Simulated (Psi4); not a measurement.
**UHF/cc-pVDZ (sweep point 1) run of PH2 (SMILES [PH2])**

What is the vertical electron affinity of PH2 at UHF/cc-pVDZ (sweep point 1)? The job is set up through a Python script.

The results are computed with Psi4 1.11.

### 1 The structure to begin with

PH2: 3 atoms, total charge 0, spin state doublet. SMILES: `[PH2]`. The coordinates come from a PBE0-D4/def2-TZVP relaxation.

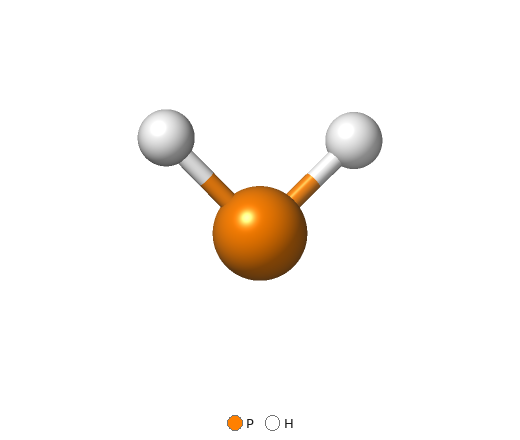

Viewed from a chosen angle; phosphorus orange, hydrogen white.

### 2 A single-point energy at UHF/cc-pVDZ (sweep point 1)

The input, job.py:

```python
import psi4

psi4.set_memory(1600000000)
psi4.set_num_threads(1)
psi4.set_output_file('psi4.out', False)

molecule = psi4.geometry("""
0 2
P      0.525730    -0.309370     0.258210
H      0.114640     1.051490     0.176750
H     -0.640370    -0.742120    -0.434970
symmetry c1
""")

options = {'reference': 'uhf', 'puream': True, 'scf_type': 'pk', 'maxiter': 100}
psi4.set_options(options)

e_tot, wfn = psi4.energy("scf/cc-pVDZ", molecule=molecule, return_wfn=True)
print(f'scf/cc-pVDZ energy: {e_tot:.10f} Eh')
```

On the command line:

```
python job.py
```

psi4.out, cut to the lines that bear on the results:

```text
[...]
  Running in c1 symmetry.
[...]
  Nuclear repulsion =   11.408385682516982
[...]
  Multiplicity = 2
[...]
  Nalpha       = 9
  Nbeta        = 8
[...]
    Number of basis functions: 28
[...]
   @UHF iter   1:  -341.85260772208881   -4.68535e-01   4.51970e-03 DIIS/ADIIS
[...]
   @UHF iter   9:  -341.87203522929110   -1.71792e-08   4.43357e-07 DIIS
[...]
   @S^2 Observed:                7.639996073E-01
[...]
    Orbital Energies [Eh]
    ---------------------
    Alpha Occupied:
       1A    -79.960734     2A     -7.502927     3A     -5.407002
       4A     -5.393816     5A     -5.392021     6A     -0.855653
       7A     -0.518987     8A     -0.427648     9A     -0.373911
    Alpha Virtual:
      10A      0.166840    11A      0.173960    12A      0.452802
      13A      0.472760    14A      0.575414    15A      0.583878
      16A      0.620982    17A      0.629170    18A      0.633173
      19A      0.717748    20A      0.762935    21A      0.989176
      22A      1.160827    23A      1.602402    24A      1.630421
      25A      1.726305    26A      1.817332    27A      2.265234
[...]
  @UHF Final Energy:  -341.87203522929110
   => Energetics <=
    Nuclear Repulsion Energy =             11.4083856825169825
    One-Electron Energy =                -495.4251256222058259
    Two-Electron Energy =                 142.1447047103976615
    Total Energy =                       -341.8720352292911571
  UHF NO Occupations:
  HONO-2 :    7  A 1.9993405
  HONO-1 :    8  A 1.9938449
[...]
 Multipole Moments:
 ------------------------------------------------------------------------------------
     Multipole            Electronic (a.u.)      Nuclear  (a.u.)        Total (a.u.)
 ------------------------------------------------------------------------------------
 L = 1.  Multiply by 2.5417464519 to convert [e a0] to [Debye]
 Dipole X            :          1.3470279           -1.5940472           -0.2470193
 Dipole Y            :         -0.7155183            0.8467280            0.1312096
 Dipole Z            :          0.0000000            0.0000000            0.0000000
 Magnitude           :                                                    0.2797043
[...]
```

Standard output:

```text
scf/cc-pVDZ energy: -341.8720352293 Eh
```

It took 2.6 s on 1 thread of Intel Xeon at 2.70GHz, shared host; peak memory 0.27 GiB.

### 3 The singlet anion, same level

The input, run.py:

```python
import psi4

psi4.set_memory(1600000000)
psi4.set_num_threads(1)
psi4.set_output_file('h2p.out', False)

molecule = psi4.geometry("""
-1 1
P      0.525730    -0.309370     0.258210
H      0.114640     1.051490     0.176750
H     -0.640370    -0.742120    -0.434970
symmetry c1
""")

psi4.set_options({
    'basis': 'cc-pVDZ',
    'puream': True,
    'scf_type': 'pk',
})

E = psi4.energy("hf")
print(f'total energy {E:.8f} hartree = {E * 27.211386:.5f} eV')
```

On the command line:

```
python run.py
```

h2p.out, cut to the lines that bear on the results:

```text
[...]
  Running in c1 symmetry.
[...]
  Nuclear repulsion =   11.408385682516982
[...]
  Multiplicity = 1
[...]
  Nalpha       = 9
  Nbeta        = 9
[...]
    Number of basis functions: 28
[...]
   @RHF iter   1:  -341.79294265457054   -4.08870e-01   9.29475e-03 DIIS/ADIIS
[...]
   @RHF iter   7:  -341.85293098629529   -2.01749e-09   2.00691e-07 DIIS
[...]
    Orbital Energies [Eh]
    ---------------------
    Doubly Occupied:
       1A    -79.630840     2A     -7.170703     3A     -5.065853
       4A     -5.064686     5A     -5.062251     6A     -0.524046
       7A     -0.232652     8A     -0.128388     9A     -0.013556
[...]
  @RHF Final Energy:  -341.85293098629529
   => Energetics <=
    Nuclear Repulsion Energy =             11.4083856825169825
    One-Electron Energy =                -500.7366841569341318
    Two-Electron Energy =                 147.4753674881218615
    Total Energy =                       -341.8529309862952914
[...]
 Multipole Moments:
 ------------------------------------------------------------------------------------
     Multipole            Electronic (a.u.)      Nuclear  (a.u.)        Total (a.u.)
 ------------------------------------------------------------------------------------
 L = 1.  Multiply by 2.5417464519 to convert [e a0] to [Debye]
 Dipole X            :          1.5444615           -1.5940472           -0.0495856
 Dipole Y            :         -0.8203930            0.8467280            0.0263350
 Dipole Z            :         -0.0000000            0.0000000           -0.0000000
 Magnitude           :                                                    0.0561450
[...]
```

The script printed:

```text
total energy -341.85293099 hartree = -9302.29206 eV
```

It took 2.5 s on 1 thread of Intel Xeon at 2.70GHz, shared host; peak memory 0.27 GiB.

### 4 What came out

At UHF/cc-pVDZ (sweep point 1):

| quantity | value |
| --- | --- |
| doublet PH2: total energy | -341.87204 Eh |
| doublet PH2: dipole moment | 0.71 D |
| doublet PH2: HOMO energy (highest over α and β) | -10.17 eV |
| doublet PH2: LUMO energy (lowest over α and β) | 1.32 eV |
| doublet PH2: ⟨S²⟩ | 0.764 |
| singlet anion: total energy | -341.85293 Eh |
| singlet anion: HOMO energy | -0.37 eV |
| singlet anion: LUMO energy | 11.32 eV |
| singlet anion: HOMO–LUMO gap (to an unbound level, set by the basis) | 11.69 eV |
| vertical electron affinity (to the singlet anion) | -0.520 eV |

**Reading.** The anion lies 0.52 eV (50.2 kJ/mol) above the neutral: the electron isn't bound at this level, and such a value depends on the basis. Without diffuse functions anions come out too high. Hartree–Fock misses the correlation that binds many anions.
